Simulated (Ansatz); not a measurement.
**HF/3-21G run of SiN2H6O (SMILES N[SiH](N)O)**

What is the electronic atomisation energy of SiN2H6O at HF/3-21G? 

Program for the calculation: Ansatz 0.2.0.

86 further runs of the same task are left out: 86 set aside as unsound or not needed. Runs told in other sessions of the task aren't counted.

### 1 Starting point

SiN2H6O: 10 atoms, total charge 0, spin state singlet. As SMILES, `N[SiH](N)O`. Geometry: relaxed at PBE0-D4/def2-TZVP. This is one conformer, not always the lowest.

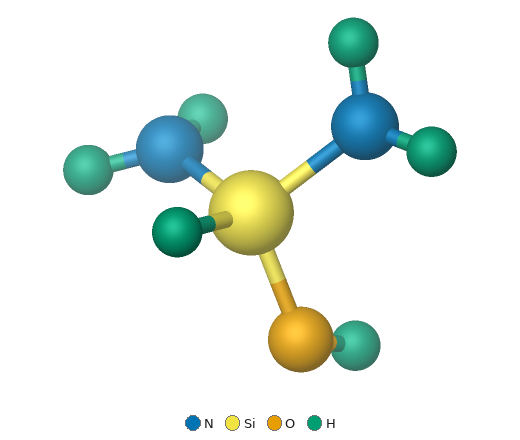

The structure, seen from a chosen angle (nitrogen blue, silicon yellow, oxygen amber, hydrogen teal).

### 2 A single-point energy at HF/3-21G

The input, run.yaml:

```yaml
crystal:
  periodic: [false, false, false]
  atoms:
    - {symbol: N, position_ang: [-0.775500, 1.215500, -0.137800]}
    - {symbol: Si, position_ang: [0.492300, 0.085700, 0.087100]}
    - {symbol: "N", position_ang: [-0.248600, -1.249800, 0.847400]}
    - {symbol: O, position_ang: [1.206700, -0.118300, -1.384200]}
    - {symbol: H, position_ang: [-0.620700, 2.036300, -0.700200]}
    - {symbol: H, position_ang: [-1.413200, 1.405300, 0.618200]}
    - {symbol: H, position_ang: [1.642700, 0.459500, 0.944000]}
    - {symbol: H, position_ang: [-1.123500, -1.625000, 0.519700]}
    - {symbol: H, position_ang: [0.302300, -1.942900, 1.325300]}
    - {symbol: H, position_ang: [0.620800, -0.317400, -2.116600]}
basis:
  gaussian:
    orbitals: 3-21G.json
accuracy: high
hamiltonian:
  xc: hf
output: {orbitals: {seedname: orbitals}}
```

The basis set 3-21G is read from a file made from the Basis Set Exchange's data (not shown).

On the command line:

```console
$ ansatz run run.yaml --threads 1 --pin off --max-ram 3480MiB --events-out events.jsonl --progress --plain --runs-dir runs
```

Standard output:

```text
Warning: RAYON_NUM_THREADS=1 ignored (pool sized by the plan → 1); use --threads N
Functional definition: HF
  name "HF"
  exchange = exact_x
  correlation = 0
1245 factors; integrals over basis functions are off by at most 4.2e-9 eV
mean field evaluation 1: about -12887.1324 eV, gradient 4.3e1 eV
mean field evaluation 2: about -12887.4212 eV, gradient 4.4e1 eV
mean field evaluation 4: about -12890.9232 eV, gradient 2.0e0 eV
mean field evaluation 8: about -12890.9538 eV, gradient 1.6e-1 eV
mean field evaluation 16: about -12890.9539 eV, gradient 5.5e-8 eV
mean field -12890.95394582 eV, -473.7338197063 hartree, gradient 5.5e-8 eV, S^2 0.000000; 0 other end points of the search recorded, 0 dependent functions left out
reference -12890.95394582 eV, -473.7338197063 hartree; 21, 21 occupied and 31, 31 virtual orbitals, 1245 factors
Total energy: -12890.95394582 eV, -473.7338197063 hartree
```

It took 0.84 s on 1 thread of Arm Neoverse V1, shared host; peak memory 0.12 GiB.

### 3 The H atom at the same level

The input, in.yaml:

```yaml
crystal:
  periodic: [false, false, false]
  atoms:
    - symbol: H
      position_ang: [0.000000, 0.000000, 0.000000]
basis:
  gaussian:
    orbitals: 3-21G.json
magnetization:
  spin_polarized: true
  initial_magnetization: 1
hamiltonian:
  xc: hf
accuracy: high
```

The basis set 3-21G is read from a file made from the Basis Set Exchange's data (not shown).

Run the same way, it converges to -0.49620 Eh (log not shown).

### 4 The N atom at the same level

The input, in.yaml:

```yaml
basis:
  gaussian: {orbitals: 3-21G.json}
crystal:
  periodic: [false, false, false]
  atoms:
    - {symbol: "N", position_ang: [0.000000, 0.000000, 0.000000]}
magnetization: {spin_polarized: true, initial_magnetization: 3}
hamiltonian: {xc: hf}
accuracy: high
```

The basis set 3-21G is read from a file made from the Basis Set Exchange's data (not shown).

Run the same way, it converges to -54.10539 Eh (log not shown).

### 5 The O atom, same level

The input, input.yaml:

```yaml
crystal:
  periodic: [false, false, false]
  atoms:
    - {symbol: O, position_ang: [0.000000, 0.000000, 0.000000]}
basis:
  gaussian: {orbitals: 3-21G.json}
magnetization: {spin_polarized: true, initial_magnetization: 2}
hamiltonian: {xc: hf}
accuracy: high
```

The basis set 3-21G is read from a file made from the Basis Set Exchange's data (not shown).

Run the same way, it converges to -74.39366 Eh (log not shown).

### 6 The Si atom

The input, in.yaml:

```yaml
crystal:
  periodic: [false, false, false]
  atoms:
    - {symbol: Si, position_ang: [0.000000, 0.000000, 0.000000]}
basis:
  gaussian:
    orbitals: 3-21G.json
magnetization:
  spin_polarized: true
  initial_magnetization: 2
hamiltonian:
  xc: hf
accuracy: high
```

The basis set 3-21G is read from a file made from the Basis Set Exchange's data (not shown).

On the command line:

```console
$ ansatz run in.yaml --threads 1 --pin off --max-ram 3480MiB --events-out events.jsonl --progress --plain --runs-dir runs
```

Standard output:

```text
Warning: RAYON_NUM_THREADS=1 ignored (pool sized by the plan → 1); use --threads N
[... 4 set-up lines as earlier in the session ...]
78 factors; integrals over basis functions are off by at most 3.4e-9 eV
mean field evaluation 1: about -7818.9387 eV, gradient 2.7e0 eV
mean field evaluation 2: about -7818.9448 eV, gradient 2.7e0 eV
mean field evaluation 4: about -7819.0416 eV, gradient 1.1e-1 eV
mean field evaluation 8: about -7819.0403 eV, gradient 3.5e-8 eV
mean field evaluation 16: about -7819.0456 eV, gradient 1.7e-3 eV
mean field evaluation 32: about -7819.0403 eV, gradient 8.0e-3 eV
mean field -7819.04028989 eV, -287.3444307175 hartree, gradient 4.7e-8 eV, S^2 2.000009; 1 other end points of the search recorded, 0 dependent functions left out
reference -7819.04028989 eV, -287.3444307175 hartree; 8, 6 occupied and 5, 7 virtual orbitals, 78 factors
Total energy: -7819.04028989 eV, -287.3444307175 hartree
```

It took 0.08 s on 1 thread of Arm Neoverse V1, shared host.

### 7 Results

Level: HF/3-21G.

```
                     quantity          value
       molecule: total energy  -473.73382 Eh
        molecule: HOMO energy      -10.64 eV
        molecule: LUMO energy        6.53 eV
      molecule: HOMO–LUMO gap       17.17 eV
         H atom: total energy    -0.49620 Eh
                 H atom: ⟨S²⟩          0.750
         N atom: total energy   -54.10539 Eh
                 N atom: ⟨S²⟩          3.752
         O atom: total energy   -74.39366 Eh
                 O atom: ⟨S²⟩          2.001
        Si atom: total energy  -287.34443 Eh
                Si atom: ⟨S²⟩          2.000
electronic atomisation energy      21.980 eV
```

What this shows: Taking the molecule apart into free atoms costs 21.98 eV (2121 kJ/mol), before zero-point energy and without spin-orbit coupling. Hartree–Fock lacks the correlation of the bonding pairs, which as a rule makes this value much too low; in minimal bases other errors can mask that. The basis has no polarisation functions, which makes bonds too weak.
